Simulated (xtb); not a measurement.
# Run report: Si4AsH11, geometry relaxation (part 1 of 4)

- system: Si4AsH11
- method: GFN2-xTB (xtb 6.7.1)

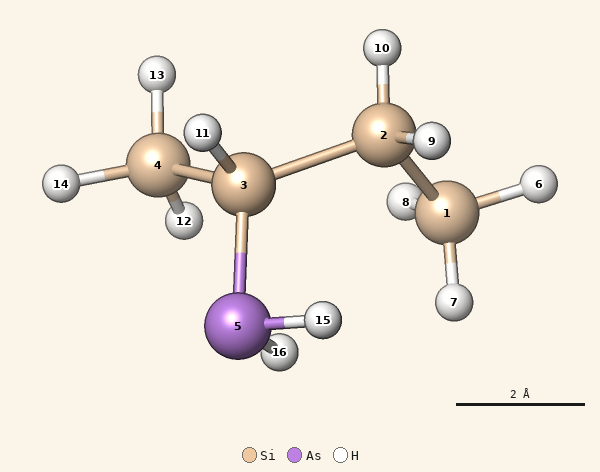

Fig. 1: The structure as given in the input (ball-and-stick view, seen at a tilt; atoms are numbered from 1 in the order of the input). Bond lengths as drawn: As–H 1.51 to 1.59 Å, As–Si 2.37 Å, H–Si 1.37 to 1.57 Å and Si–Si 2.27 to 2.36 Å.

### Results in brief

- outcome: converged
- electrons treated: 32
- total energy: −14.849383 hartree
- dispersion energy: −0.015669 hartree
- basis functions: 61
- HOMO: −9.53 eV
- LUMO: −5.87 eV
- dipole moment: 0.82 D
- hardware: 1 thread of Intel Xeon @ 2.50GHz (Skylake/Cascade Lake), 189 GiB of memory available, shared host
- wall time: 0.64 s
- peak memory: 0.071 GiB

Settings chosen away from the usual ones: method = gfn2-xtb; task = optimise; x = {"opt_engine": "lbfgs"}; opt_level = normal; partner = base.

### The input (mol.xyz)
```
16

Si    -1.88041000     0.94354000     1.31871000
Si     0.26384000     1.46460000     0.80105000
Si     1.10024000    -0.08714000    -0.76799000
Si     1.22028000    -2.19374000     0.06503000
As     0.00422000     0.01790000    -2.87224000
H     -2.44986000     1.97280000     2.27883000
H     -2.78286000     0.97848000     0.20077000
H     -1.96465000    -0.29410000     1.95731000
H      0.38814000     2.84283000     0.20824000
H      1.14048000     1.55416000     1.85352000
H      2.56028000     0.32386000    -1.16052000
H     -0.08226000    -2.69708000     0.24020000
H      2.00126000    -2.26474000     1.33070000
H      1.99031000    -3.19240000    -0.87471000
H     -0.33630000     1.48621000    -2.75718000
H     -1.27977000    -0.45448000    -2.06688000
```

### File xcontrol
```
$chrg 0
$spin 0
$opt
   engine=lbfgs
$end
```

Launch command:
```bash
xtb mol.xyz --gfn 2 -o normal --input xcontrol -P 1 | tee mol.out
```

### Output
```
* xtb version 6.7.1
   ID    Z sym.   atoms
    1   14 Si     1-4
    2   33 As     5
    3    1 H      6-16

           -------------------------------------------------
          |                Calculation Setup                |
           -------------------------------------------------

          program call               : xtb mol.xyz --gfn 2 -o normal --input xcontrol -P 1
          coordinate file            : mol.xyz
          omp threads                :                     1

           -------------------------------------------------
          |                 G F N 2 - x T B                 |
           -------------------------------------------------

      * Hamiltonian:
        H0-scaling (s, p, d)           1.850000    2.230000    2.230000
        zeta-weighting                 0.500000
      * Dispersion:
        s8                             2.700000
        a1                             0.520000
        a2                             5.000000
        s9                             5.000000
      * Repulsion:
        kExp                           1.500000    1.000000
        rExp                           1.000000
      * Coulomb:
        alpha                          2.000000
        third order                    shell-resolved
        anisotropic                    true
        a3                             3.000000
        a5                             4.000000
        cn-shift                       1.200000
        cn-exp                         4.000000
        max-rad                        5.000000

          ...................................................
          :                      SETUP                      :
          :.................................................:
          :  # basis functions                  61          :
          :  # atomic orbitals                  56          :
          :  # shells                           26          :
          :  # electrons                        32          :
          :  max. iterations                   250          :
          :  Hamiltonian                  GFN2-xTB          :
          :  restarted?                      false          :
          :  GBSA solvation                  false          :
          :  PC potential                    false          :
          :  electronic temp.          300.0000000     K    :
          :  accuracy                    1.0000000          :
          :  -> integral cutoff          0.2500000E+02      :
          :  -> integral neglect         0.1000000E-07      :
          :  -> SCF convergence          0.1000000E-05 Eh   :
          :  -> wf. convergence          0.1000000E-03 e    :
          :  Broyden damping             0.4000000          :
          :  net charge                          0          :
          :  unpaired electrons                  0          :
          ...................................................

 iter      E             dE          RMSdq      gap      omega  full diag
   1    -14.7303652 -0.147304E+02  0.105E+01    3.01       0.0  T
   2    -14.9198200 -0.189455E+00  0.447E+00    3.16       1.0  T
   3    -14.9509571 -0.311371E-01  0.208E+00    3.47       1.0  T
   4    -14.9524547 -0.149764E-02  0.112E+00    3.52       1.0  T
   5    -14.9549103 -0.245561E-02  0.528E-01    3.50       1.0  T
   6    -14.9553256 -0.415330E-03  0.293E-01    3.51       1.0  T
   7    -14.9553951 -0.694089E-04  0.170E-01    3.51       1.0  T
   8    -14.9554026 -0.750866E-05  0.563E-02    3.51       1.0  T
   9    -14.9554065 -0.392636E-05  0.319E-02    3.51       1.0  T
  10    -14.9554072 -0.730897E-06  0.160E-02    3.51       1.6  T
  11    -14.9554072  0.303489E-07  0.931E-03    3.51       2.7  T
  12    -14.9554074 -0.168149E-06  0.408E-03    3.51       6.1  T
  13    -14.9554074 -0.758017E-08  0.198E-03    3.51      12.6  T
  14    -14.9554074 -0.382282E-08  0.115E-03    3.51      21.8  T
  15    -14.9554074 -0.143027E-08  0.349E-04    3.51      71.5  T
  16    -14.9554074 -0.223263E-09  0.123E-04    3.51     203.9  T

   *** convergence criteria satisfied after 16 iterations ***

         #    Occupation            Energy/Eh            Energy/eV
      -------------------------------------------------------------
         1        2.0000           -0.7898441             -21.4928
       ...           ...                  ...                  ...
        10        2.0000           -0.4284917             -11.6599
        11        2.0000           -0.4227463             -11.5035
        12        2.0000           -0.4137724             -11.2593
        13        2.0000           -0.4030522             -10.9676
        14        2.0000           -0.3819407             -10.3931
        15        2.0000           -0.3587078              -9.7609
        16        2.0000           -0.3494993              -9.5104 (HOMO)
        17                         -0.2205266              -6.0008 (LUMO)
        18                         -0.2177858              -5.9263
        19                         -0.2150131              -5.8508
        20                         -0.2065346              -5.6201
        21                         -0.1905126              -5.1841
       ...                                ...                  ...
        56                          1.4146195              38.4938
      -------------------------------------------------------------
                  HL-Gap            0.1289727 Eh            3.5095 eV
             Fermi-level           -0.2850130 Eh           -7.7556 eV

 SCC (total)                   0 d,  0 h,  0 min,  0.043 sec
 SCC setup                      ...        0 min,  0.000 sec (  0.474%)
 Dispersion                     ...        0 min,  0.000 sec (  0.310%)
 classical contributions        ...        0 min,  0.000 sec (  0.117%)
 integral evaluation            ...        0 min,  0.006 sec ( 13.962%)
 iterations                     ...        0 min,  0.024 sec ( 56.274%)
 molecular gradient             ...        0 min,  0.012 sec ( 28.117%)
 printout                       ...        0 min,  0.000 sec (  0.661%)

         :::::::::::::::::::::::::::::::::::::::::::::::::::::
         ::                     SUMMARY                     ::
         :::::::::::::::::::::::::::::::::::::::::::::::::::::
         :: total energy             -14.830275473717 Eh    ::
         :: gradient norm              0.116336860190 Eh/a0 ::
         :: HOMO-LUMO gap              3.509526959516 eV    ::
         ::.................................................::
         :: SCC energy               -14.955324436928 Eh    ::
         :: -> isotropic ES            0.030403500355 Eh    ::
         :: -> anisotropic ES          0.000888544194 Eh    ::
         :: -> anisotropic XC          0.009169828385 Eh    ::
         :: -> dispersion             -0.015845138106 Eh    ::
         :: repulsion energy           0.125048963211 Eh    ::
         :: add. restraining           0.000000000000 Eh    ::
         :: total charge              -0.000000000000 e     ::
         :::::::::::::::::::::::::::::::::::::::::::::::::::::

      -----------------------------------------------------------
     |                       L-ANC optimizer                     |
      -----------------------------------------------------------
          low memory version by Sebastian Ehlert

          ...................................................
          :                      SETUP                      :
          :.................................................:
          :   energy convergence        0.5000000E-05 Eh    :
          :   grad. convergence         0.1000000E-02 Eh/a0 :
          :   optimization log               true           :
          :   writing optlog all                1     steps :
          :   Hessian reset                    20     steps :
          :   maximium step len.        1.0000000     a0    :
          :   LBFGS images                     20           :
          ...................................................
 * calculating model hessian...
Using Lindh-Hessian (1995)
 Shifting diagonal of input Hessian by    1.0309675699099899E-002
 Lowest  eigenvalues of input Hessian
    0.010000    0.010030    0.010077    0.010148    0.010188    0.000000
    0.000000    0.000000    0.000000    0.000000    0.000000    0.010436
    0.010545    0.010646    0.011041    0.011714    0.011791    0.012093
 Highest eigenvalues
    0.434765    0.454767    0.560929    0.679156    0.731529    0.735199

........................................................................
.............................. CYCLE    1 ..............................
........................................................................

 iter      E             dE          RMSdq      gap      omega  full diag
   1    -14.9571841 -0.149572E+02  0.917E-01    3.65       0.0  T
   2    -14.9573997 -0.215565E-03  0.584E-01    3.67       1.0  T
   3    -14.9571119  0.287839E-03  0.314E-01    3.67       1.0  T
   4    -14.9574892 -0.377323E-03  0.127E-01    3.67       1.0  T
   5    -14.9574968 -0.764977E-05  0.554E-02    3.68       1.0  T
   6    -14.9574996 -0.279351E-05  0.271E-02    3.68       1.0  T
   7    -14.9575000 -0.411044E-06  0.139E-02    3.68       1.8  T
   8    -14.9575002 -0.210714E-06  0.840E-03    3.68       3.0  T
   9    -14.9575003 -0.413207E-07  0.516E-03    3.68       4.8  T
  10    -14.9575003 -0.122264E-07  0.196E-03    3.68      12.8  T
  11    -14.9575003 -0.278137E-08  0.124E-03    3.68      20.2  T
  12    -14.9575003 -0.859920E-09  0.595E-04    3.68      42.0  T
  13    -14.9575003 -0.232680E-09  0.214E-04    3.68     116.8  T
     SCC iter.                  ...        0 min,  0.019 sec
     gradient                   ...        0 min,  0.012 sec
 * total energy  :   -14.8471845 Eh     change       -0.1690902E-01 Eh
   gradient norm :     0.0354743 Eh/a0  converged?    E=F G=F D=F
   step length   :     0.4001107 a0

........................................................................
.............................. CYCLE    2 ..............................
........................................................................

 iter      E             dE          RMSdq      gap      omega  full diag
   1    -14.9627329 -0.149627E+02  0.670E-01    3.59       0.0  T
   2    -14.9628470 -0.114093E-03  0.439E-01    3.56       1.0  T
   3    -14.9628440  0.301320E-05  0.237E-01    3.58       1.0  T
   4    -14.9628652 -0.212594E-04  0.105E-01    3.57       1.0  T
   5    -14.9628809 -0.156759E-04  0.594E-02    3.57       1.0  T
   6    -14.9628863 -0.543980E-05  0.258E-02    3.57       1.0  T
   7    -14.9628862  0.832292E-07  0.175E-02    3.57       1.4  T
   8    -14.9628866 -0.384317E-06  0.104E-02    3.57       2.4  T
   9    -14.9628867 -0.767278E-07  0.528E-03    3.57       4.7  T
  10    -14.9628867 -0.111072E-07  0.256E-03    3.57       9.8  T
  11    -14.9628867 -0.399550E-08  0.105E-03    3.57      23.7  T
  12    -14.9628867 -0.822871E-09  0.412E-04    3.57      60.7  T
  13    -14.9628867 -0.819487E-10  0.231E-04    3.57     108.2  T
     SCC iter.                  ...        0 min,  0.018 sec
     gradient                   ...        0 min,  0.013 sec
 * total energy  :   -14.8486129 Eh     change       -0.1428399E-02 Eh
   gradient norm :     0.0175939 Eh/a0  converged?    E=F G=F D=F
   step length   :     0.2851464 a0

........................................................................
.............................. CYCLE    3 ..............................
........................................................................

 iter      E             dE          RMSdq      gap      omega  full diag
   1    -14.9622652 -0.149623E+02  0.439E-01    3.66       0.0  T
   2    -14.9622994 -0.342445E-04  0.260E-01    3.67       1.0  T
   3    -14.9623045 -0.505053E-05  0.131E-01    3.67       1.0  T
   4    -14.9623092 -0.468654E-05  0.668E-02    3.67       1.0  T
   5    -14.9623108 -0.168138E-05  0.141E-02    3.67       1.8  T
   6    -14.9623109 -0.427557E-07  0.100E-02    3.67       2.5  T
   7    -14.9623109 -0.189524E-07  0.750E-03    3.67       3.3  T
   8    -14.9623110 -0.484057E-07  0.444E-03    3.67       5.6  T
   9    -14.9623110 -0.155796E-07  0.211E-03    3.67      11.9  T
  10    -14.9623110 -0.260724E-08  0.987E-04    3.67      25.3  T
  11    -14.9623110 -0.204530E-09  0.548E-04    3.67      45.6  T
     SCC iter.                  ...        0 min,  0.025 sec
     gradient                   ...        0 min,  0.013 sec
 * total energy  :   -14.8492472 Eh     change       -0.6342896E-03 Eh
   gradient norm :     0.0045496 Eh/a0  converged?    E=F G=F D=F
   step length   :     0.1942451 a0

........................................................................
.............................. CYCLE    4 ..............................
........................................................................

 iter      E             dE          RMSdq      gap      omega  full diag
   1    -14.9614026 -0.149614E+02  0.288E-01    3.68       0.0  T
   2    -14.9614112 -0.862615E-05  0.180E-01    3.67       1.0  T
   3    -14.9614079  0.331860E-05  0.653E-02    3.68       1.0  T
   4    -14.9614139 -0.601817E-05  0.319E-02    3.67       1.0  T
   5    -14.9614153 -0.135085E-05  0.224E-02    3.67       1.1  T
   6    -14.9614157 -0.410105E-06  0.114E-02    3.67       2.2  T
   7    -14.9614157 -0.248520E-07  0.877E-03    3.67       2.8  T
   8    -14.9614158 -0.406276E-07  0.442E-03    3.67       5.7  T
   9    -14.9614158 -0.237262E-07  0.232E-03    3.67      10.8  T
  10    -14.9614158 -0.276984E-08  0.116E-03    3.67      21.6  T
  11    -14.9614158 -0.155052E-08  0.597E-04    3.67      41.9  T
  12    -14.9614158 -0.240734E-09  0.127E-04    3.67     196.3  T
     SCC iter.                  ...        0 min,  0.018 sec
     gradient                   ...        0 min,  0.012 sec
 * total energy  :   -14.8492605 Eh     change       -0.1327970E-04 Eh
   gradient norm :     0.0059490 Eh/a0  converged?    E=F G=F D=F
   step length   :     0.1137974 a0

........................................................................
.............................. CYCLE    5 ..............................
........................................................................
```
